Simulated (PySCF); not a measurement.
SMILES [Se](CC)[CH]C, doublet at its PBE0/def2-SVP optimised geometry (Å):

```
14

C      1.4768    -2.1377     0.1445
C      0.7275    -0.8626     0.0000
Se    -1.1356    -0.8626     0.0000
C     -1.4198     1.0716     0.0000
C     -1.0584     1.7496     1.3063
H      2.4870    -1.9519     0.5450
H      0.9703    -2.8357     0.8308
H      1.6109    -2.6720    -0.8176
H      1.2171     0.0223    -0.4205
H     -2.4870     1.1931    -0.2410
H     -0.8486     1.4796    -0.8481
H      0.0023     1.5940     1.5541
H     -1.2366     2.8357     1.2397
H     -1.6573     1.3545     2.1403
```

Calculation: unrestricted PBE0/def2-TZVP (PySCF). Cells within 0.4 Å of a nucleus heavier than hydrogen are left out (blank, or x).

Map of the log10 of the electron density (e/bohr³), floored at −4 on the plane z = 0.0 Å:

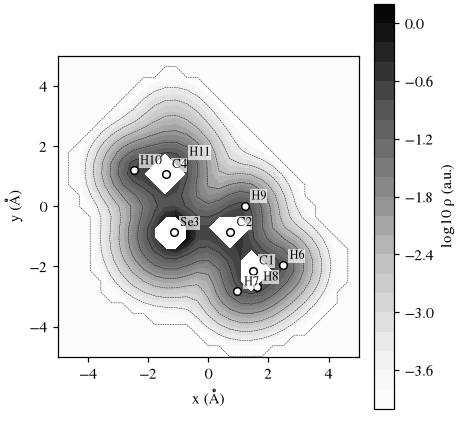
Log10 of the electron density (e/bohr³), floored at −4 on the plane z = 0.0 Å.
